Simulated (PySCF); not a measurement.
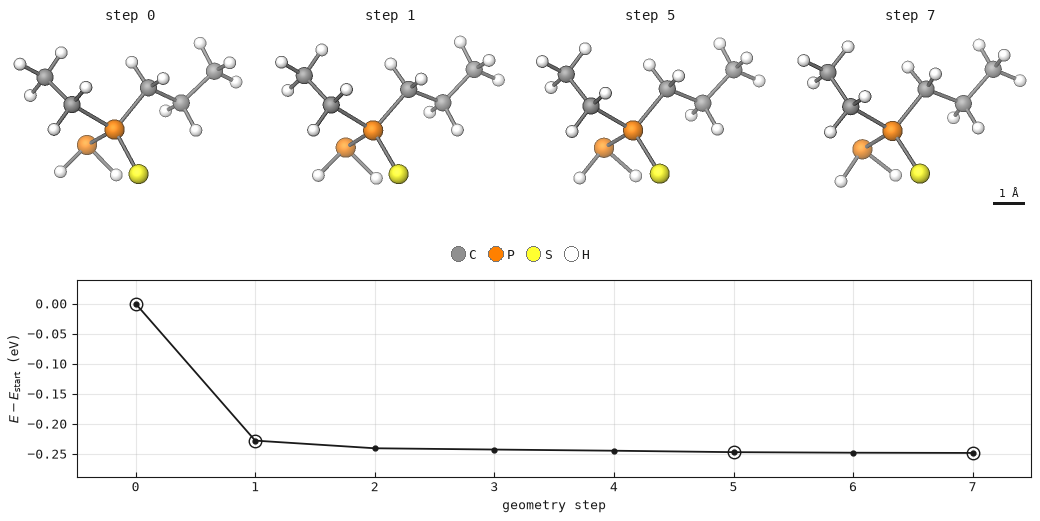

Frames of a relaxation of C5H14P2S, marked on the history of the run. The picture is a ball-and-stick view, seen at a tilt.

The start comes from GFN2-xTB. Its atoms were then displaced at random by about 0.01 Å.

Level of theory: PBE0-D3(BJ)/def2-SVP geometry optimisation, gas phase (PySCF). 

Describe the path.

Answer. The largest moves after the best rigid fit, 0.43 Å, are those of H atoms. Largest moves by element: H 0.43 Å, C 0.22 Å, P 0.21 Å, S 0.05 Å. Among the contacts that change: C–H 1.050 → 1.100 Å, H–P 1.384 → 1.426 Å, C–P 1.871 → 1.837 Å, C–P 1.808 → 1.835 Å. Among the angles between lasting bonds that change: C–C–P 108.8° → 113.3°, H–C–H 109.4° → 106.0°, P–C–C 114.3° → 117.2°. After 7 geometry steps the energy has fallen by 0.248 eV. The run took 3.5 min on 1 thread of Intel(R) Xeon(R) Platinum 8259CL CPU @ 2.50GHz, on a shared host. From step 0 to 1: an H atom moves most (0.19 Å), energy −0.228 eV. From step 1 to 5: an H atom moves most (0.17 Å), energy −0.019 eV. From step 5 to 7: an H atom moves most (0.18 Å), energy −0.001 eV.
